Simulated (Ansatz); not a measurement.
# Resistivity from frozen vibrations: Pd(111) with 4 thermally displaced layers, 2x2

How much do lattice vibrations at 80 K scatter the electrons of Pd? Layers with random displacements are laid between perfect leads, and the resistance is followed against their length.

Calculated with Ansatz 0.2.0; Ansatz plane-wave DFT, PBE, PAW files; ballistic transport by layer matching (Landauer), zero bias; PAW set soft_1.

## Step 1: Starting point

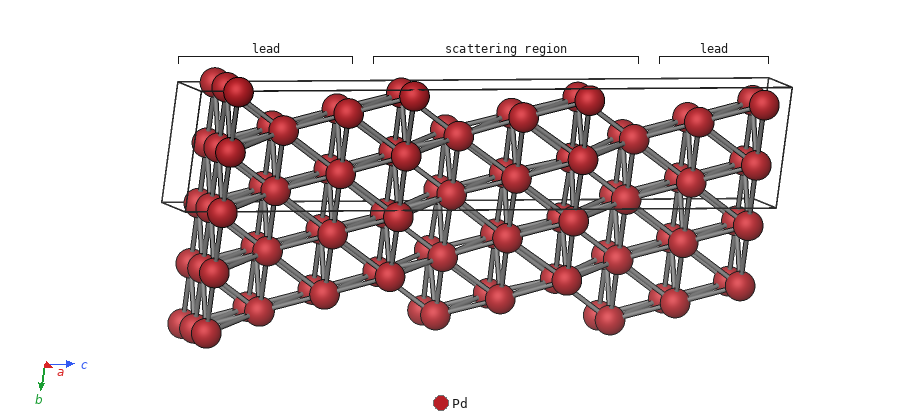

The cell as given, from the side, with the c axis across the page (palladium red). 1×2×1 cells are drawn. Some periodic images of atoms are drawn too.

The cell holds 40 atoms: 40 Pd. Cell: a = 5.501 Å, b = 5.501 Å, c = 22.514 Å, α = 93.5°, β = 86.5°, γ = 120.0°. It derives from Pd. Regions: lead, 24 atoms (24 Pd); scattering region, 16 atoms (16 Pd). The structure is stacked along c, and the current runs across the ab planes.

## Step 2: With 4 displaced layers

Each atom of 4 layers is moved at random, by amounts drawn from a normal law 0.0434 Å wide in each direction from the Debye model (274 K) at 80 K. The layers about the cell's end stay perfect and serve as the lead. Disorder leaves little or no symmetry, which makes such runs dear. Energies from -0.05 to 0.05 eV in steps of 0.05 eV are too few for the program's thermal sum, so it prints no conductance; for a metal the transmission near the Fermi level serves, at a fraction of the cost.

input.yaml

```yaml
crystal:
  lattice:
    - [5.5010079149, 0.0, 0.0]
    - [-2.7505039575, 4.7640126007, 0.0]
    - [1.3752519787, -0.7940021001, 22.4577707709]
  atoms:
    - { symbol: Pd, position: [0.9916666667, 0.0083333333, 0.05] }
    - { symbol: Pd, position: [0.9916666667, 0.5083333333, 0.05] }
    - { symbol: Pd, position: [0.4916666667, 0.0083333333, 0.05] }
    - { symbol: Pd, position: [0.4916666667, 0.5083333333, 0.05] }
    - { symbol: Pd, position: [0.1416666667, 0.3583333333, 0.15] }
    - { symbol: Pd, position: [0.1416666667, 0.8583333333, 0.15] }
    - { symbol: Pd, position: [0.6416666667, 0.3583333333, 0.15] }
    - { symbol: Pd, position: [0.6416666667, 0.8583333333, 0.15] }
    - { symbol: Pd, position: [0.2916666667, 0.2083333333, 0.25] }
    - { symbol: Pd, position: [0.2916666667, 0.7083333333, 0.25] }
    - { symbol: Pd, position: [0.7916666667, 0.2083333333, 0.25] }
    - { symbol: Pd, position: [0.7916666667, 0.7083333333, 0.25] }
    - { symbol: Pd, position: [0.941850691, 0.0573356614, 0.3512382129] }
    - { symbol: Pd, position: [0.9399370238, 0.5535676122, 0.350699119] }
    - { symbol: Pd, position: [0.4565021492, 0.0667385243, 0.3486393766] }
    - { symbol: Pd, position: [0.4288247779, 0.5526659519, 0.3500799009] }
    - { symbol: Pd, position: [0.0727191535, 0.4059377243, 0.4475911173] }
    - { symbol: Pd, position: [0.0835083947, 0.9032708802, 0.4493884555] }
    - { symbol: Pd, position: [0.5997080466, 0.4177936738, 0.4497514871] }
    - { symbol: Pd, position: [0.5993077785, 0.9023838326, 0.4506796204] }
    - { symbol: Pd, position: [0.2494659474, 0.2589506037, 0.5485624956] }
    - { symbol: Pd, position: [0.2322344292, 0.7542324471, 0.550425732] }
    - { symbol: Pd, position: [0.732795616, 0.25637554, 0.5496921495] }
    - { symbol: Pd, position: [0.7467993852, 0.7604043116, 0.5506870886] }
    - { symbol: Pd, position: [0.8856625731, 0.1074046254, 0.6515157624] }
    - { symbol: Pd, position: [0.8972290324, 0.5973457014, 0.652927067] }
    - { symbol: Pd, position: [0.4057652563, 0.1155396424, 0.6505113067] }
    - { symbol: Pd, position: [0.3952015457, 0.6222538135, 0.6537900239] }
    - { symbol: Pd, position: [0.0416666667, 0.4583333333, 0.75] }
    - { symbol: Pd, position: [0.0416666667, 0.9583333333, 0.75] }
    - { symbol: Pd, position: [0.5416666667, 0.4583333333, 0.75] }
    - { symbol: Pd, position: [0.5416666667, 0.9583333333, 0.75] }
    - { symbol: Pd, position: [0.1916666667, 0.3083333333, 0.85] }
    - { symbol: Pd, position: [0.1916666667, 0.8083333333, 0.85] }
    - { symbol: Pd, position: [0.6916666667, 0.3083333333, 0.85] }
    - { symbol: Pd, position: [0.6916666667, 0.8083333333, 0.85] }
    - { symbol: Pd, position: [0.8416666667, 0.1583333333, 0.95] }
    - { symbol: Pd, position: [0.8416666667, 0.6583333333, 0.95] }
    - { symbol: Pd, position: [0.3416666667, 0.1583333333, 0.95] }
    - { symbol: Pd, position: [0.3416666667, 0.6583333333, 0.95] }
kpoints:
  mp_grid: { grid: [5, 5, 1] }
hamiltonian:
  xc: pbe
  pseudopotentials: { kind: paw, azcp: { folder: soft_1 } }
scf:
  occupations: { method: fermi_dirac, width: 0.1 }
output:
  transmission:
    leads: [[0, 4]]
    kmesh: [10, 10]
    e_range: [-0.05, 0.05]
    de: 0.05
  write_potential: true
  write_density: true
  volumetric_format: npy
  elf: true
```

Run with:

```
> ansatz run input.yaml --threads 4 --pin off --max-ram 15360MiB --backend cpu --events-out ev --progress --plain --runs-dir out
```

Numbers of over 12 decimals in the logs are rounded to 6 here.

What it wrote:

```text
Engine: ansatz 0.2.0, x86_64-unknown-linux-gnu
Pseudopotentials: kind: paw
Pseudopotential: Pd, paw, valence charge 18, recommended cutoff 420 eV (normal), soft_1/Pd.paw.azcp
Functional definition: PBE
  parameter kappa = 0.804
  parameter beta = 0.066725
  exchange = pbe_x(kappa = kappa, mu = beta*pi^2/3)
  correlation = pbe_c(beta = beta)
Crystal: 40 atoms, lattice volume = 588.548 Å³
Basis set: ecut = 420 eV, 11489 PW (Γ)
Bands: 432, of which v1, the nominal top of the filled ones, is band 360 counted from 1 (359 counted from 0)
Symmetry: 1 space group operations
Space group: P1 (ITA 1), of the structure as read, at distance tolerance 8.4e-5 Å
k-points: 13 of 25 (time reversal used)
Non-local potential: Pd, projectors of the file, l = 0: 2, l = 1: 2, l = 2: 2, l = 3: 1
PAW form: soft (Blöchl's): semilocal exchange-correlation on the pseudo side does not see the compensation charge
PAW one-centre angular grid: Pd, 590 points (default); XC on 64 Gauss nodes
Initial density: superposition of atomic densities (chi_scale 0.1, normalization cell)
Initial wavefunctions: pseudopotential atomic-orbital guess
Functional: x = pbe(κ = 0.804, μ = 0.219515), c = pbe(β = 0.066725)
SCF iter   1: F=—  HF=-278952.683276 eV  |F-HF|=—  |Δ(HF+E_count)|=         —  Δρ=1.52e-1  dr2=1.38e2  ethr=3.10e-3  ⟨swp⟩=5.0  Hψ=18262  notcnv=0  defer=48
preconditioner: auto → Kerker (q_TF=auto, 2.822 Å⁻¹)  [metal: Δε(μ)=0.007 eV  Ē_g=8.296 eV  σ=0.100 eV  W_gap=0.02  n_scr=240 (ndim 8)  ℏωp=30.6 eV  f_vac=0.000  D(μ)=76.00/eV (n_scr^D=1132)]
SCF iter   2: F=—  HF=-278924.347435 eV  |F-HF|=—  |Δ(HF+E_count)|=    2.83e1  Δρ=7.19e-2  dr2=3.07e1  ethr=3.10e-3  ⟨swp⟩=2.3  Hψ=9610  notcnv=0  defer=515
SCF iter   3: F=—  HF=-278916.753509 eV  |F-HF|=—  |Δ(HF+E_count)|=    7.59e0  Δρ=1.39e-2  dr2=8.69e-1  ethr=3.10e-3  ⟨swp⟩=2.0  Hψ=9273  notcnv=0  defer=537
SCF iter   4: F=—  HF=-278916.797123 eV  |F-HF|=—  |Δ(HF+E_count)|=   4.36e-2  Δρ=2.69e-3  dr2=2.76e-2  ethr=1.21e-4  ⟨swp⟩=2.1  Hψ=6931  notcnv=0  defer=537
SCF iter   5: F=—  HF=-278916.809215 eV  |F-HF|=—  |Δ(HF+E_count)|=   1.21e-2  Δρ=5.28e-4  dr2=1.63e-3  ethr=3.83e-6  ⟨swp⟩=2.5  Hψ=7311  notcnv=0  defer=537
SCF iter   6: F=—  HF=-278916.809521 eV  |F-HF|=—  |Δ(HF+E_count)|=   3.06e-4  Δρ=1.33e-4  dr2=1.07e-4  ethr=2.26e-7  ⟨swp⟩=2.5  Hψ=7356  notcnv=0  defer=537
SCF iter   7: F=—  HF=-278916.809533 eV  |F-HF|=—  |Δ(HF+E_count)|=   1.20e-5  Δρ=3.71e-5  dr2=1.30e-5  ethr=1.49e-8  ⟨swp⟩=1.8  Hψ=8698  notcnv=0  defer=537
SCF iter   8: F=—  HF=-278916.810146 eV  |F-HF|=—  |Δ(HF+E_count)|=   6.13e-4  Δρ=9.00e-6  dr2=1.54e-6  ethr=1.81e-9  ⟨swp⟩=1.0  Hψ=5457  notcnv=0  defer=537
SCF iter   9: F=—  HF=-278916.810146 eV  |F-HF|=—  |Δ(HF+E_count)|=   3.59e-8  Δρ=3.35e-6  dr2=2.06e-7  ethr=2.14e-10  ⟨swp⟩=1.0  Hψ=5118  notcnv=0  defer=537
SCF iter  10: F=-278916.810146 eV  HF=-278916.810146 eV  |F-HF|=2.83e-8  |Δ(HF+E_count)|=   1.14e-8  Δρ=1.01e-6  dr2=3.09e-8  ethr=1.39e-11  ⟨swp⟩=8.2  Hψ=17365  notcnv=0
SCF 1 converged in 10 iterations: F = -278916.810146 eV  dr2 = 3.09e-8
  greatest PAW one-centre occupation: 0.999 electrons in one spin orbital (limit 2), on the Pd atom at site 31 (counted from 0), in its partial waves of l = 0
transmission: 182 of 1820 steps passed
transmission: 364 of 1820 steps passed
[...]
transmission: 1820 of 1820 steps passed
SCF converged after 10 iterations
Free energy (F): -278916.810146 eV
Harris-Foulkes:  -278916.810146 eV  (|F-HF|=2.83e-8)
Internal energy: -278914.416099 eV  (E = F + TS)
E sigma→0 (E₀):  -278915.613123 eV
Entropy (-TS):   -2.394048 eV (-59.851 meV/atom)
Fermi energy:    19.739679 eV
--- Per-component energies (eV) ---
  E_band       = -5546.433840
  E_kinetic    = 17957.600398
  E_local      = -73347.900681  (includes V_loc(G=0)·N_el)
  E_nonlocal   = 14825.179965
  E_hartree    = 29549.094485
  E_xc         = -5549.817156
  E_vxc        = -7019.880739  (∫ρ·V_xc dr)
  E_paw        = -152431.432381  (= ΣΔE_a)
  E_vpaw       = -17059.636224  (= ΣTr[D̂ρ^β])
  E_aug_tail   = 0.009537  (compensation charges beyond the density's cutoff)
  E_ewald      = -109917.150267
  E_smearing   = -2.394048  (= −TS)
  E_closure    = 0.000000  (closes the sum)
  Σ components = -278916.810146   (vs F -278916.810146, Δ=0.00e0)
--- Band table (eV; the first three rows and the last of 13) ---
  k-point 0: bands = [... 356 lower, 19.8062, 19.8282, 19.8352, 19.8389, 19.8453, 19.8828, 19.8892, 19.9380, ... 68 higher]
  k-point 1: bands = [... 356 lower, 19.6675, 19.6786, 19.6912, 19.7129, 19.7416, 19.7733, 19.8649, 19.8704, ... 68 higher]
  k-point 2: bands = [... 356 lower, 19.6279, 19.6931, 19.7396, 19.7443, 19.7534, 19.7613, 19.7717, 19.8021, ... 68 higher]
  k-point 12: bands = [... 356 lower, 19.5826, 19.6128, 19.6984, 19.7162, 19.7475, 19.7625, 19.7770, 19.7864, ... 68 higher]
--- Transmission ---
  basis      : 235 plane waves across, 35 finite elements along
  points     : 52, standing for a mesh of 10 x 10
  energies   : 3 from -0.050000 to 0.050000 eV about the Fermi level, 0.050000 eV apart; the leads are filled to 0.000000 eV, and channels, transmission and decay are at 0.000000 eV
  crystal 0  : Pd4, at the sites [0, 4], period 2.2458 Å, over 13.47 Å; its Hamiltonian steps by up to 6.3 meV
    offset         : up to 0.0000 Å between an atom of the period and one for which it stands
    channels       : 5.230000e0 a spin
    conductance    : none, the energies end too early or step too widely for 300 K: set another output.transmission.e_range or a lower de, or, where they end at an eighth of basis.ecutwfc, a higher one
  junction   : crystal 0 to crystal 0, 0.70 to 20.91 Å
    transmission   : 4.931541e0 a spin
    conductance    : none, the energies end too early or step too widely for 300 K: set another output.transmission.e_range or a lower de, or, where they end at an eighth of basis.ecutwfc, a higher one
```

The job ended after 3.2 min (4 threads of Intel Xeon 6975P-C (Granite Rapids), shared host; peak memory 5.6 GiB).

Reading the cycles: dr2 is the Hartree energy of the density residual (eV), the measure of convergence; HF is the Harris–Foulkes estimate of the energy, which meets the free energy F at convergence.

Numbers from this step:

| Item | Value |
| --- | --- |
| free energy | -278916.8101 eV |
| energy at zero smearing | -278915.6131 eV |
| Fermi energy | 19.74 eV |
| cell area | 26.21 Å² |
| transmission per spin nearest the Fermi level | 4.932 |
| open channels per spin nearest the Fermi level | 5.23 |
| step of the lead's potential | 6.3 meV |

Per spin. The transmission, zone mean by energy, zero at the Fermi level:

| energy (eV) | transmission, zone mean |
| --- | --- |
| -0.0500 | 5.72 |
| 0.0000 | 4.93 |
| 0.0500 | 4.30 |

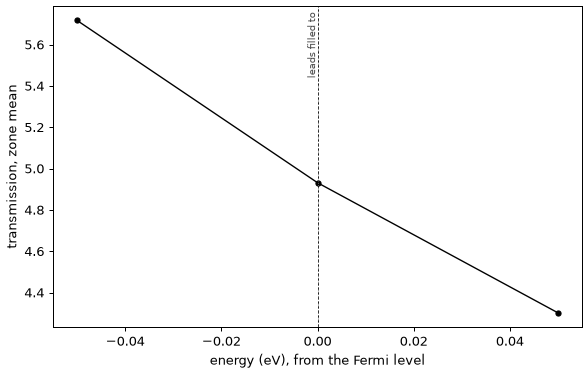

Transmission, zone mean, plotted against energy.

Per spin. Table of open channels, zone mean, lead by energy, zero at the Fermi level:

| energy (eV) | open channels, zone mean, lead |
| --- | --- |
| -0.0500 | 6.25 |
| 0.0000 | 5.23 |
| 0.0500 | 4.51 |

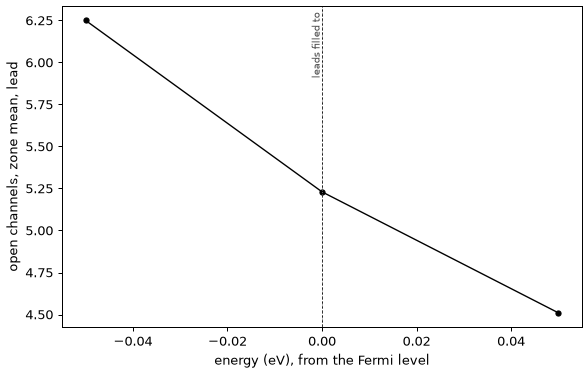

Open channels, zone mean, lead against energy.

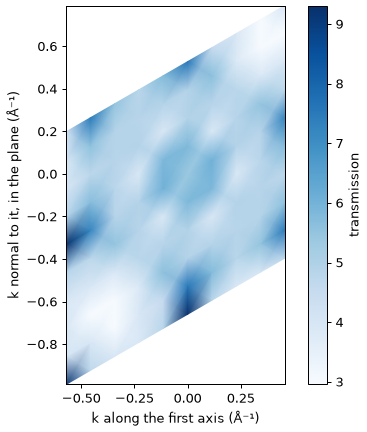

Transmission over k1 and k2. At 0.0000 eV from the Fermi level.

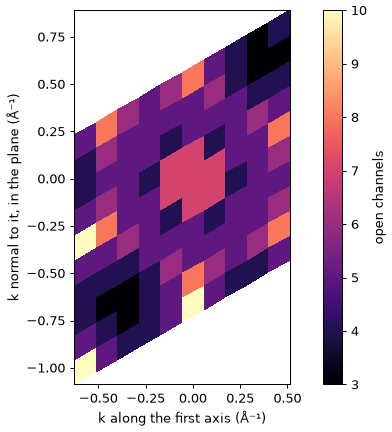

Open channels over k1 and k2. At 0.0000 eV from the Fermi level.

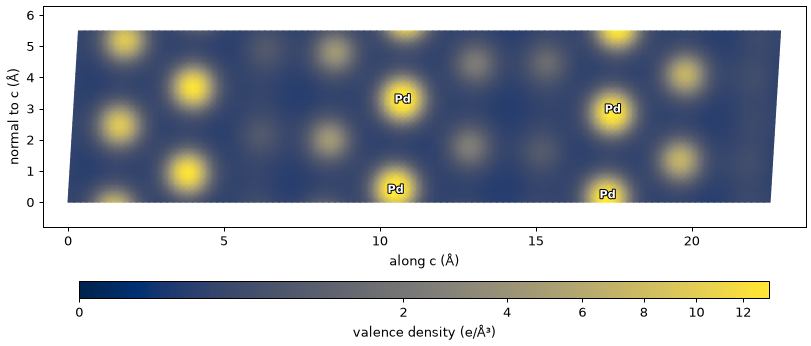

Valence density in the ca plane at fractional y = 0.418, with atoms of Pd within 0.2 Å of it. It is the smooth field of the valence electrons, not physical close to the nuclei. The colour scale is stretched toward low values.

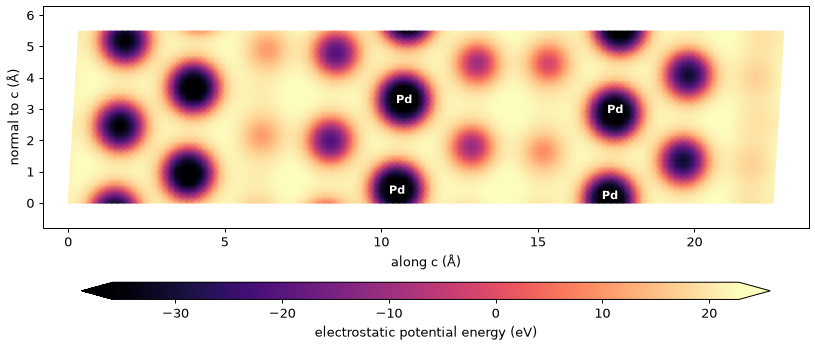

Electrostatic potential energy in the ca plane at fractional y = 0.418, with atoms of Pd within 0.2 Å of it. With pseudopotentials it is smooth inside the atoms' cores, unlike the true potential.

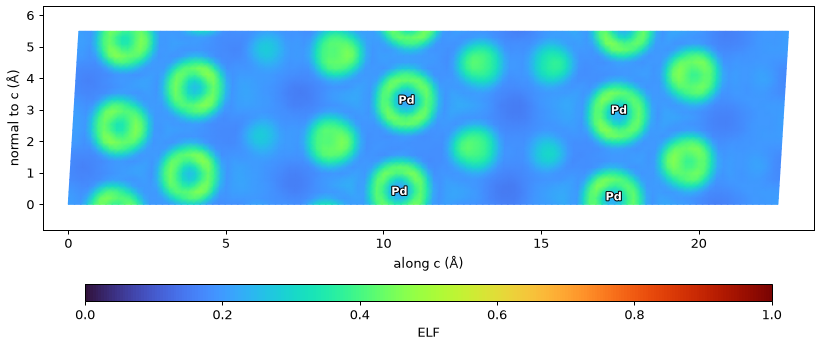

ELF in the ca plane at fractional y = 0.418, with atoms of Pd within 0.2 Å of it. It is the smooth field of the valence electrons, not physical close to the nuclei.

Over the solved energies the transmission per spin lies between 4.30 and 5.72, out of 5.33 channels of the lead on average (up to 6.25).

(Part 1 of 2 ends here.)

[Logs are printed without paths, hosts, clocks, repeated set-up lines and the standing remarks that a program may print on its own settings, such as how far it seeks lower states.]

[Hosts, paths, dates, database ids (printed as entryN), source tags and the programs' standing remarks are cut or masked in the printed files.]
